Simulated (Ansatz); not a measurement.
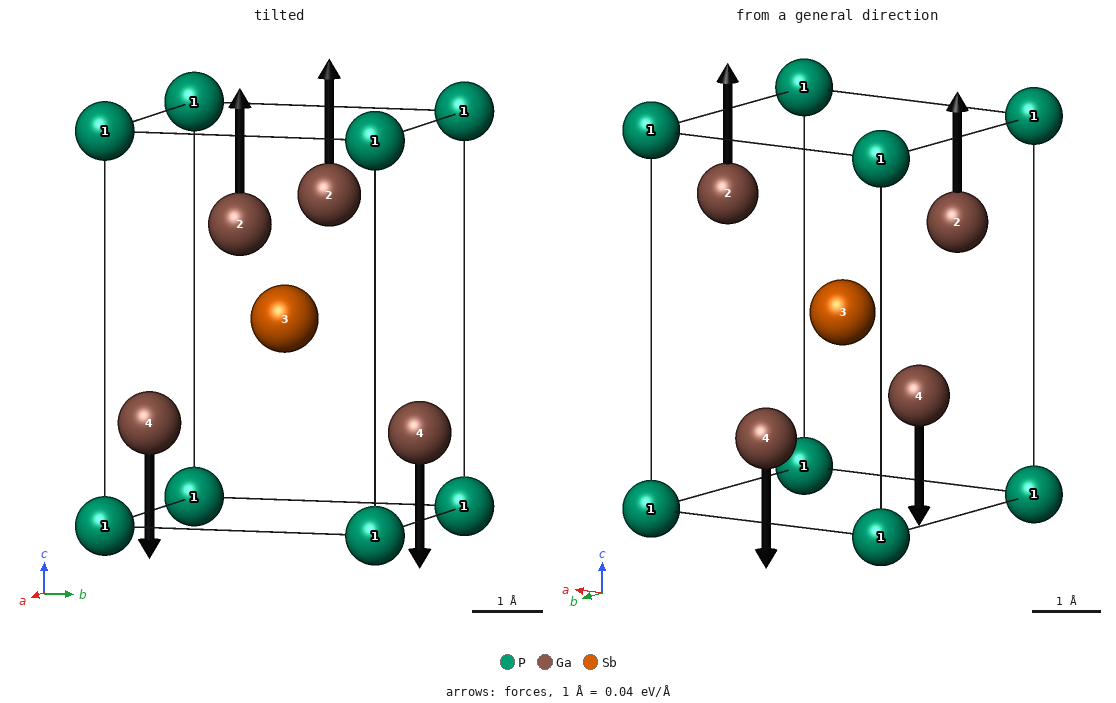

We look at a spheres-only model of the crystal slightly off an axis and from a general direction. Atoms at the boundary of the simulation cell (the box) are drawn once for each face, edge or corner they touch. The arrows are the computed forces on the atoms.

System: Ga₂SbP. The numbers come from DFT, PBE, plane waves, PAW in Ansatz, using a basis cut at 420 eV, 6×6×4 k-mesh, Fermi-Dirac smearing of 0.02 eV, no spin polarisation.

> Do the forces show a relaxed structure?

No. The atoms still feel forces of up to about 0.062 eV/Å, above a usual threshold of 0.01 to 0.03 eV/Å.

> Which atom is furthest from force balance?

Ga2 and Ga4, about 0.062 eV/Å.

Provenance: a structure type filled with these elements by a generator (whether the compound takes this form wasn't checked). The cell was then strained or its atoms displaced on purpose. It was run through Ansatz as a DFT input.
